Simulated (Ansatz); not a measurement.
**Geometry relaxation, with input and output: Al₂H₄Br₂**

Al₂H₄Br₂, computed with RKS BHLYP/def2-mTZVPP (Ansatz 0.2.0).

The run did not end well. The geometry comes from this level: PBE0-D4/def2-SVP.

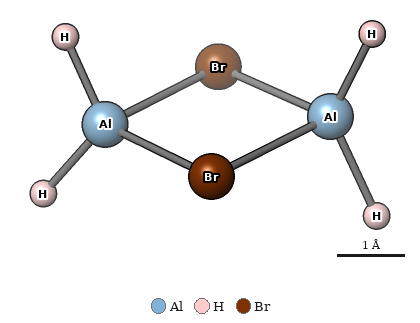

Figure 1. The input geometry (ball-and-stick view, seen at a tilt). Sticks mark near contacts. Bond lengths as drawn: Al–Br 2.28 to 2.52 Å and Al–H 1.45 to 1.76 Å.

**Input**
```yaml
crystal:
  periodic: [false, false, false]
  atoms:
    - {symbol: Al, position_ang: [-0.865770, -0.510217, 1.424942]}
    - {symbol: H, position_ang: [-1.398324, -2.182047, 1.325760]}
    - {symbol: H, position_ang: [-1.152084, 0.626715, 2.456334]}
    - {symbol: Br, position_ang: [1.437837, -0.402443, 0.754484]}
    - {symbol: Al, position_ang: [0.624084, 0.519975, -1.439556]}
    - {symbol: H, position_ang: [1.130826, -0.370680, -2.610858]}
    - {symbol: H, position_ang: [1.366817, 1.755666, -1.261711]}
    - {symbol: Br, position_ang: [-1.565333, 0.339988, -0.831955]}
basis:
  gaussian: {orbitals: def2-mTZVPP, nuclear_model: gaussian}
hamiltonian: {xc: {name: BHLYP}}
scf: {omitted_lower_state_checks: [starts]}
relax: {f_tol: 0.001, max_steps: 3}
output: {forces: true}
```

Run on 4 threads of Arm Neoverse V2, 23 GiB of memory available, shared host.

Launched with:
```bash
ansatz run in.yaml --threads 4 --pin off --events-out ev --progress --plain --max-ram 3916MiB
```

**Output**
```
Functional definition: BHLYP
  name "BHLYP"
  cite "Becke, J. Chem. Phys. 98, 1372 (1993) doi:10.1063/1.464304"
  cite "Becke, Phys. Rev. A 38, 3098 (1988) doi:10.1103/PhysRevA.38.3098"
  cite "Lee, Yang & Parr, Phys. Rev. B 37, 785 (1988) doi:10.1103/PhysRevB.37.785"
  parameter a = 0.5
  exchange = (1 - a)*b88_x + a*exact_x
  correlation = lyp_c
these checks for a lower state are left out or cut short: starts
1334 factors; integrals over basis functions are off by at most 3.8e-4 eV
mean field evaluation 1: about -153353.1334 eV, gradient 1.2e1 eV
mean field evaluation 2: about -153353.5404 eV, gradient 4.4e0 eV
mean field evaluation 4: about -153353.5944 eV, gradient 2.8e-1 eV
mean field evaluation 8: about -153353.6378 eV, gradient 2.9e-2 eV
mean field -153353.63783351 eV, -5635.6422435522 hartree, gradient 6.9e-5 eV, S^2 0.000000; 0 other end points of the search recorded, 0 dependent functions left out
the calculation of the forces begins
reference -153353.63803919 eV, -5635.6422511111 hartree; 50, 50 occupied and 86, 86 virtual orbitals, 1334 factors
relax step   1: F+E_penalty+E_count = -153353.63783351 eV  Δ(F+E_penalty+E_count) = +0.000e0 eV  max|allowed force component| = 2.080e0 eV/Å  Δτ_max = 0.0000 Å  (23 SCF iters, accepted)
these checks for a lower state are left out or cut short: starts, cluster_reference, orbital_swaps, neighbouring_geometries, increment
1334 factors; integrals over basis functions are off by at most 5.7e-4 eV
mean field evaluation 16: about -153354.0318 eV, gradient 6.5e0 eV
mean field -153354.23022547 eV, -5635.6640135555 hartree, gradient 2.0e-5 eV, S^2 0.000000; 0 other end points of the search recorded, 0 dependent functions left out
the calculation of the forces begins
reference -153354.23043128 eV, -5635.6640211186 hartree; 50, 50 occupied and 86, 86 virtual orbitals, 1334 factors
relax step   2: F+E_penalty+E_count = -153354.23022547 eV  Δ(F+E_penalty+E_count) = -5.924e-1 eV  max|allowed force component| = 8.859e-1 eV/Å  Δτ_max = 0.1947 Å  (28 SCF iters, accepted)
these checks for a lower state are left out or cut short: starts, cluster_reference, orbital_swaps, neighbouring_geometries, increment
1334 factors; integrals over basis functions are off by at most 4.8e-4 eV
mean field -153354.31126661 eV, -5635.6669917625 hartree, gradient 1.4e-5 eV, S^2 0.000000; 0 other end points of the search recorded, 0 dependent functions left out
the calculation of the forces begins
reference -153354.31147235 eV, -5635.6669993231 hartree; 50, 50 occupied and 86, 86 virtual orbitals, 1334 factors
relax step   3: F+E_penalty+E_count = -153354.31126661 eV  Δ(F+E_penalty+E_count) = -8.104e-2 eV  max|allowed force component| = 9.069e-2 eV/Å  Δτ_max = 0.1162 Å  (28 SCF iters, accepted)
```

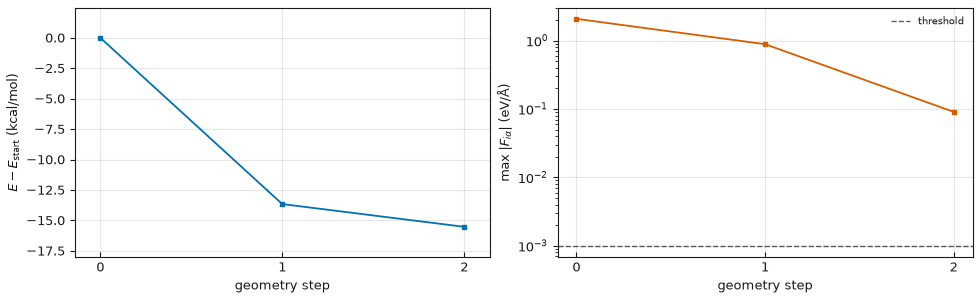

Figure 2. Progress of the relaxation, step by step (the first geometry is step 0 here and step 1 in the log).

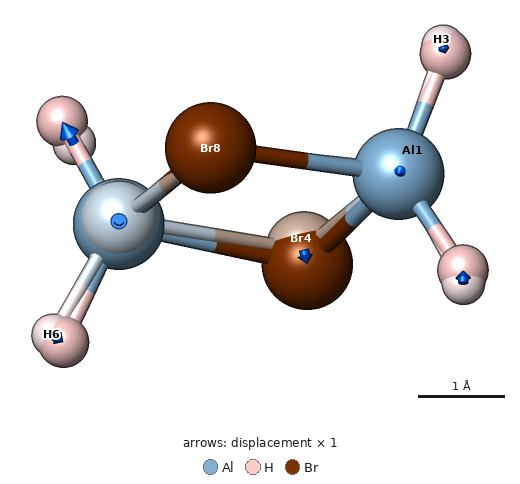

Figure 3. Start (faint) and end (solid) with the displacements as blue arrows, at true length (ball-and-stick view, seen at a tilt). The two geometries are laid on each other by the best rigid fit. The relaxation stopped without meeting its thresholds, so the last structure isn't shown to be converged. H7 moves most after the best rigid fit: 0.30 Å. Largest moves by element: H 0.30 Å, Al 0.20 Å, Br 0.17 Å. Among the contacts that change: Al1–H2 1.757 → 1.556 Å, Al5–Br8 2.279 → 2.476 Å, Al5–H7 1.453 → 1.552 Å, Al1–Br4 2.402 → 2.464 Å. Among the angles that change: Br4–Al5–H7 92.3° → 108.7°, H7–Al5–Br8 121.7° → 107.7°, H6–Al5–H7 114.4° → 127.5°. The energy falls by 15.5 kcal/mol in 2 geometry steps. The largest force component goes from 2.1 to 0.091 eV/Å. (Atoms are counted from 1 in the order of the input.)

```
Error: geometry relaxation did not converge after 3 steps: max|allowed force component| = 9.07e-2 eV/Å (threshold 1.0e-3). Raise `relax.max_steps` over both its present limit and 3, loosen `relax.f_tol`, or start from a geometry closer to equilibrium. Where this run's directory can be resumed (`checkpoint.write`), a resume goes on for up to `relax.max_steps` more
```

**Trajectory as extended XYZ (Å, eV, eV/Å), 3 frames, from step=1 to step=3**
```
8
Properties=species:S:1:pos:R:3:forces:R:3 step=1 energy=-153353.63783
Al   -0.8658   -0.5102    1.4249   -0.5224  -1.9574  -0.1014
H    -1.3983   -2.1820    1.3258    0.5555   1.9839   0.2870
H    -1.1521    0.6267    2.4563   -0.0908  -0.1566  -0.0272
Br    1.4378   -0.4024    0.7545    0.1754  -0.3296   0.2296
Al    0.6241    0.5200   -1.4396    1.2051  -1.4091  -0.5313
H     1.1308   -0.3707   -2.6109   -0.3653  -0.3190  -0.0815
H     1.3668    1.7557   -1.2617    0.4922   2.0796   0.1477
Br   -1.5653    0.3400   -0.8320   -1.4497   0.1080   0.0770
8
Properties=species:S:1:pos:R:3:forces:R:3 step=2 energy=-153354.23023
Al   -0.8711   -0.5944    1.3963   -0.0345   0.8859  -0.0246
H    -1.3784   -2.0162    1.3918   -0.2258  -0.7456   0.0166
H    -1.1849    0.5393    2.4262    0.0372  -0.0875  -0.0346
Br    1.4669   -0.5155    0.7980    0.0935  -0.0323  -0.2144
Al    0.7359    0.5092   -1.4144    0.5968  -0.2647  -0.2224
H     1.0766   -0.4440   -2.6156   -0.0919  -0.0310   0.2216
H     1.3065    1.9353   -1.3064   -0.0341   0.3303   0.0493
Br   -1.5735    0.3633   -0.8584   -0.3411  -0.0552   0.2086
8
Properties=species:S:1:pos:R:3:forces:R:3 step=3 energy=-153354.31127
Al   -0.9132   -0.5553    1.3626   -0.0880  -0.0702  -0.0683
H    -1.4018   -2.0328    1.3897    0.0025  -0.0139   0.0359
H    -1.1399    0.5357    2.4474    0.0195   0.0373   0.0068
Br    1.4672   -0.5706    0.7264    0.0670   0.0305   0.0353
Al    0.8180    0.5176   -1.3972   -0.0623  -0.0907  -0.0331
H     1.1121   -0.4970   -2.5396    0.0024  -0.0009  -0.0230
H     1.2248    2.0135   -1.3332    0.0308   0.0767   0.0237
Br   -1.5892    0.3660   -0.8388    0.0281   0.0313   0.0228
```

**Outcome**

```csv
quantity,value
outcome,not converged
wall time,8.5 s (CPU time 31 s)
peak memory,0.42 GiB
```

**Diagnosis**

The input was spoiled on purpose: the optimiser is allowed too few steps. The run did not converge: “geometry relaxation did not converge after 3 steps: max|allowed force component| = 9.07e-2 eV/Å (threshold 1.0e-3). Raise `relax.max_steps` over both its present limit and 3, loosen `relax.f_tol`, or start from a geometry closer to equilibrium …” Its last values are not results.
